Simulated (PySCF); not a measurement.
# SiH4S (sulfanylsilane): CCSD(T)/STO-3G

Aim: the vertical ionisation energy of SiH4S (sulfanylsilane) at CCSD(T)/STO-3G, from 2 runs. Input form: a Python script.

Program for the calculation: PySCF 2.14.0.

6 further runs of the same task are left out: 6 set aside as unsound or not needed.

**1. The structure to begin with**

SiH4S has 6 atoms, charge 0, and is taken as a singlet. As SMILES, `[SiH3]S`. Geometry: relaxed at PBE0-D4/def2-TZVP.

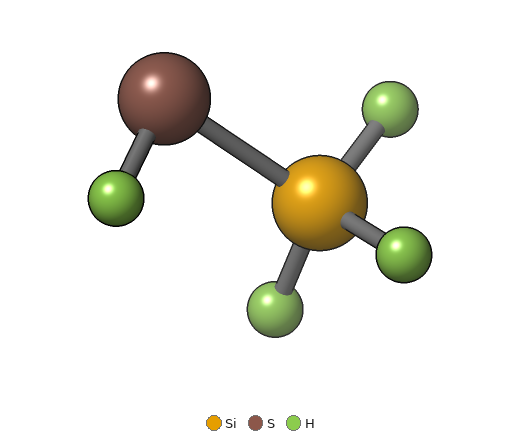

Viewed from a chosen angle; silicon amber, sulfur brown, hydrogen green.

**2. The energy at CCSD(T)/STO-3G**

calc.py reads:

```python
from pyscf import gto, scf, cc

mol = gto.Mole()
mol.atom = [
    ('Si', (-0.169800, -0.263400, -0.436000)),
    ('S', (0.907300, -0.012600, 1.392800)),
    ('H', (-1.629800, -0.074300, -0.241600)),
    ('H', (0.108600, -1.658300, -0.852500)),
    ('H', (0.299800, 0.681200, -1.481100)),
    ('H', (0.526100, 1.263300, 1.572300)),
]
mol.verbose = 4
mol.max_memory = 1860
mol.basis = 'sto-3g'
mol.build()

mf = scf.RHF(mol)
mf.conv_tol = 1e-10
mf.kernel()
if not mf.converged:
    mf = mf.newton().run(mf.mo_coeff, mf.mo_occ)

mycc = cc.CCSD(mf, frozen=10)
mycc.kernel()
e_t = mycc.ccsd_t()
energy = mycc.e_tot + e_t
print(f'total energy: {energy:.8f} hartree')
```

Launch:

```
$ OMP_NUM_THREADS=1 python calc.py
```

Log:

```text
PySCF version 2.14.0

[INPUT] num. atoms = 6
[INPUT] num. electrons = 34
[INPUT] charge = 0
[INPUT] spin (= nelec alpha-beta = 2S) = 0
[INPUT] symmetry False subgroup None
[INPUT] Mole.unit = angstrom
[INPUT] Symbol           X                Y                Z      unit          X                Y                Z       unit  Magmom
[INPUT]  1 Si    -0.169800000000  -0.263400000000  -0.436000000000 AA   -0.320875495951  -0.497753861210  -0.823920590310 Bohr   0.0
[INPUT]  2 S      0.907300000000  -0.012600000000   1.392800000000 AA    1.714548512818  -0.023810549170   2.632010546294 Bohr   0.0
[INPUT]  3 H     -1.629800000000  -0.074300000000  -0.241600000000 AA   -3.079875637816  -0.140406651055  -0.456557831695 Bohr   0.0
[INPUT]  4 H      0.108600000000  -1.658300000000  -0.852500000000 AA    0.205224257128  -3.133732832366  -1.610991521192 Bohr   0.0
[INPUT]  5 H      0.299800000000   0.681200000000  -1.481100000000 AA    0.566539892145   1.287281436054  -2.798873363093 Bohr   0.0
[INPUT]  6 H      0.526100000000   1.263300000000   1.572300000000 AA    0.994184914134   2.387291013163   2.971216385654 Bohr   0.0

nuclear repulsion = 89.2386347018964
number of shells = 14
number of NR pGTOs = 66
number of NR cGTOs = 22
basis = sto-3g
ecp = {}

******** <class 'pyscf.scf.hf.RHF'> ********
method = RHF
initial guess = minao
damping factor = 0
level_shift factor = 0
DIIS = <class 'pyscf.scf.diis.CDIIS'>
diis_start_cycle = 1
diis_space = 8
diis_damp = 0
SCF conv_tol = 1e-10
SCF conv_tol_grad = None
SCF max_cycles = 50
direct_scf = True
direct_scf_tol = 1e-13
Set gradient conv threshold to 1e-05
Initial guess from minao.
init E= -680.473603953962
  HOMO = -0.264662129029089  LUMO = 0.24668026553679  gap/eV = 13.91434
cycle= 1 E= -681.076213338091  delta_E= -0.603  |g|= 0.255  |ddm|= 2.56
  HOMO = -0.202261637551114  LUMO = 0.404182713119131  gap/eV = 16.50219
cycle= 2 E= -681.109836676893  delta_E= -0.0336  |g|= 0.0429  |ddm|= 0.583
  HOMO = -0.259984477887156  LUMO = 0.399027387319774  gap/eV = 17.93263
cycle= 3 E= -681.110651909672  delta_E= -0.000815  |g|= 0.00899  |ddm|= 0.0854
  HOMO = -0.26179984432778  LUMO = 0.397692195029553  gap/eV = 17.94569
cycle= 4 E= -681.110712162424  delta_E= -6.03e-05  |g|= 0.00128  |ddm|= 0.0267
  HOMO = -0.261579040718763  LUMO = 0.398268701511702  gap/eV = 17.95537
cycle= 5 E= -681.110713467705  delta_E= -1.31e-06  |g|= 0.000233  |ddm|= 0.00407
  HOMO = -0.261670515709194  LUMO = 0.398256027633427  gap/eV = 17.95752
cycle= 6 E= -681.110713513291  delta_E= -4.56e-08  |g|= 2.34e-05  |ddm|= 0.000814
  HOMO = -0.261677372255472  LUMO = 0.39825634357457  gap/eV = 17.95771
cycle= 7 E= -681.110713513725  delta_E= -4.34e-10  |g|= 3.57e-06  |ddm|= 7.87e-05
  HOMO = -0.261675945171889  LUMO = 0.398256509547037  gap/eV = 17.95768
cycle= 8 E= -681.110713513736  delta_E= -1.08e-11  |g|= 3.9e-07  |ddm|= 1.37e-05
  HOMO = -0.261675865508027  LUMO = 0.398256587942114  gap/eV = 17.95768
Extra cycle  E= -681.110713513736  delta_E= -4.55e-13  |g|= 1.27e-07  |ddm|= 9.96e-07
converged SCF energy = -681.110713513736

******** <class 'pyscf.cc.ccsd.CCSD'> ********
CC2 = 0
CCSD nocc = 7, nmo = 12
frozen orbitals 10
max_cycle = 50
direct = 0
conv_tol = 1e-07
conv_tol_normt = 1e-05
diis_space = 6
diis_start_cycle = 0
diis_start_energy_diff = 1e+09
Init t2, MP2 energy = -681.175471824204  E_corr(MP2) -0.0647583104678947
Init E_corr(CCSD) = -0.0647583104679039
cycle = 1  E_corr(CCSD) = -0.0836378880440714  dE = -0.0188795776  norm(t1,t2) = 0.0474459
cycle = 2  E_corr(CCSD) = -0.0901347951030556  dE = -0.00649690706  norm(t1,t2) = 0.0174577
cycle = 3  E_corr(CCSD) = -0.0938474194354349  dE = -0.00371262433  norm(t1,t2) = 0.00676273
cycle = 4  E_corr(CCSD) = -0.0939048996045161  dE = -5.74801691e-05  norm(t1,t2) = 0.000818606
cycle = 5  E_corr(CCSD) = -0.0938989969755099  dE = 5.90262901e-06  norm(t1,t2) = 0.000315288
cycle = 6  E_corr(CCSD) = -0.0939013613375988  dE = -2.36436209e-06  norm(t1,t2) = 5.06596e-05
cycle = 7  E_corr(CCSD) = -0.0939013961692033  dE = -3.48316045e-08  norm(t1,t2) = 1.02027e-05
cycle = 8  E_corr(CCSD) = -0.0939015477808996  dE = -1.51611696e-07  norm(t1,t2) = 3.48058e-06
cycle = 9  E_corr(CCSD) = -0.0939016105825696  dE = -6.28016699e-08  norm(t1,t2) = 1.04676e-06
CCSD converged
E(CCSD) = -681.2046151243189  E_corr = -0.09390161058256957
CCSD(T) correction = -0.000679971072143385
total energy: -681.20529510 hartree
```

Run time: 0.58 s. Hardware: 1 thread of Arm Neoverse V2, shared host; peak memory 0.1 GiB.

**3. The doublet cation, same level**

calc.py reads:

```python
from pyscf import gto, cc

mol = gto.Mole()
mol.atom = '''
Si      -0.169800      -0.263400      -0.436000
S        0.907300      -0.012600       1.392800
H       -1.629800      -0.074300      -0.241600
H        0.108600      -1.658300      -0.852500
H        0.299800       0.681200      -1.481100
H        0.526100       1.263300       1.572300
'''
mol.basis = 'sto-3g'
mol.verbose = 3
mol.spin = 1
mol.charge = 1
mol.max_memory = 1860
mol.build()

myscf = mol.UHF()
myscf.conv_tol = 1e-10
myscf.kernel()
if not myscf.converged:
    myscf = myscf.newton().run(myscf.mo_coeff, myscf.mo_occ)

mycc = cc.CCSD(myscf, frozen=10)
mycc.kernel()
e_t = mycc.ccsd_t()
e_final = mycc.e_tot + e_t
print('Final energy', e_final)
```

Launch:

```
$ OMP_NUM_THREADS=1 python calc.py
```

Log:

```text
converged SCF energy = -680.89529635501  <S^2> = 0.7569729  2S+1 = 2.0069608
E(UCCSD) = -680.9874878253203  E_corr = -0.09219147030988928
UCCSD(T) correction = -0.000687679379119046
Final energy -680.9881755046994
```

It took 0.74 s on 1 thread of Arm Neoverse V2, shared host; peak memory 0.12 GiB.

**4. What came out**

Level: CCSD(T)/STO-3G, 10 core orbitals frozen.

```
                                                                  quantity          value
                                               singlet SiH4S: total energy  -681.20530 Eh
                       singlet SiH4S: dipole moment (Hartree–Fock density)         1.19 D
                        singlet SiH4S: HOMO energy (Hartree–Fock orbitals)       -7.12 eV
                        singlet SiH4S: LUMO energy (Hartree–Fock orbitals)       10.84 eV
                      singlet SiH4S: HOMO–LUMO gap (Hartree–Fock orbitals)       17.96 eV
               singlet SiH4S: correlation energy (10 core orbitals frozen)      -94.6 mEh
                                             singlet SiH4S: (T) correction      -0.68 mEh
                                              singlet SiH4S: T1 diagnostic          0.005
                                              doublet cation: total energy  -680.98818 Eh
doublet cation: HOMO energy (Hartree–Fock orbitals) (highest over α and β)      -17.49 eV
 doublet cation: LUMO energy (Hartree–Fock orbitals) (lowest over α and β)       -4.61 eV
              doublet cation: correlation energy (10 core orbitals frozen)      -92.9 mEh
                                            doublet cation: (T) correction      -0.69 mEh
                         doublet cation: ⟨S²⟩ of the reference determinant          0.757
                                             doublet cation: T1 diagnostic          0.010
                        vertical ionisation energy (to the doublet cation)       5.908 eV
```

In words: Removing an electron at fixed nuclei costs 5.91 eV (136 kcal/mol). In a minimal basis such a difference can be off by several eV, whatever the method. The triples (singlet SiH4S) make up 0.7 % of the correlation energy. The triples (doublet cation) make up 0.7 % of the correlation energy.
